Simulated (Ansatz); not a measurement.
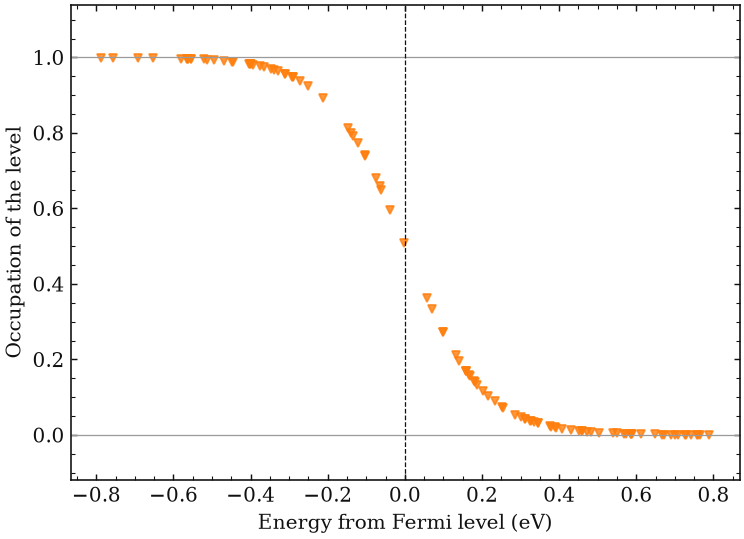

Occupations of the one-electron levels of the k mesh against their energy, from a run on TaN, space group Fm-3m (No. 225), 2 atoms in the cell, with Ansatz.

**Which smearing scheme was used (Fermi-Dirac, Gaussian, Methfessel-Paxton or cold), and about what width?**

Fermi-Dirac smearing with a width of 0.1 eV. The occupations stay between 0 and 1 and have long exponential tails; the slope at the Fermi level is 1/(4 × width).
